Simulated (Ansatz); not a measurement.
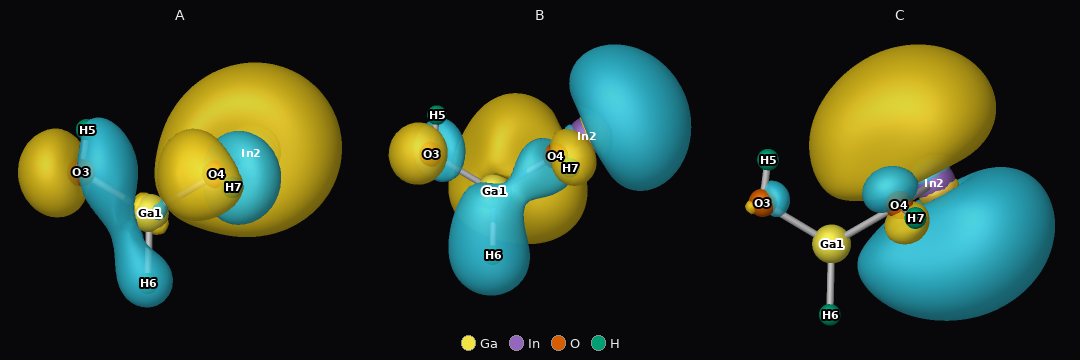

Figure 1: GaH$_{3}$InO$_{2}$ (doublet). Three frontier orbitals at ±0.06 Å⁻³ᐟ² (yellow and cyan are the two phases), in no order.

Geometry: PBE0-D3(BJ)/def2-SVP; core potentials replace the inner electrons of In.

All numbers below come from isolated molecule in a Gaussian basis; Kohn-Sham density functional theory, functional PBE0 (Ansatz 0.2.0).

Input file:

```
basis:
  gaussian:
    orbitals: def2-TZVPD
crystal:
  periodic: [false, false, false]
  atoms:
    - {symbol: Ga, position_ang: [1.407883, -0.457713, 0.625498]}
    - {symbol: In, position_ang: [3.188847, -0.133284, -1.679708]}
    - {symbol: O, position_ang: [-0.253291, 0.226578, 0.567694]}
    - {symbol: O, position_ang: [2.729918, 0.904120, 0.325213]}
    - {symbol: H, position_ang: [-0.350846, 0.976825, -0.026506]}
    - {symbol: H, position_ang: [1.739041, -1.510865, 1.736169]}
    - {symbol: H, position_ang: [3.215251, 1.325912, 1.044360]}
total_charge: 0
magnetization:
  spin_polarized: true
  initial_magnetization: 1
hamiltonian:
  xc: {name: PBE0}
output: {forces: true, orbitals: {seedname: orbitals}}
```

Run with:

```sh
ansatz run input.yaml --threads 2 --pin off --max-ram 4350MiB --events-out events.jsonl --progress --plain --runs-dir runs
```

Order the three orbitals by energy and name them. All are α orbitals.

A is the HOMO−1 (α) (−8.22 eV). By Hirshfeld shares it lies mainly on In2 (about 45 %), O4 (about 25 %) and O3 (about 15 %). B is the HOMO (α) (−4.80 eV). Its weight (Hirshfeld) is mainly on In2 (about 50 %), Ga1 (about 30 %) and O3 (about 5 %). C is the LUMO (α) (−1.95 eV). By Hirshfeld shares it lies mainly on In2 (about 85 %) and Ga1 (about 5 %).

What is the gap between the highest occupied and lowest empty α orbitals?

2.85 eV between the orbital energies.
